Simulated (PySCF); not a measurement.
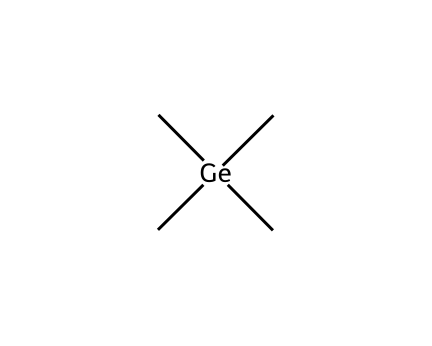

(Drawn from a calculation with PySCF.)

Skeletal drawing of a molecule.

> Give its SMILES.

[CH3][Ge]([CH3])([CH3])[CH3]

> What is the molecular formula?

C4H12Ge.

> An optimisation with PBE0-D3(BJ)/def2-SVP gave a structure of which point group?

Td.
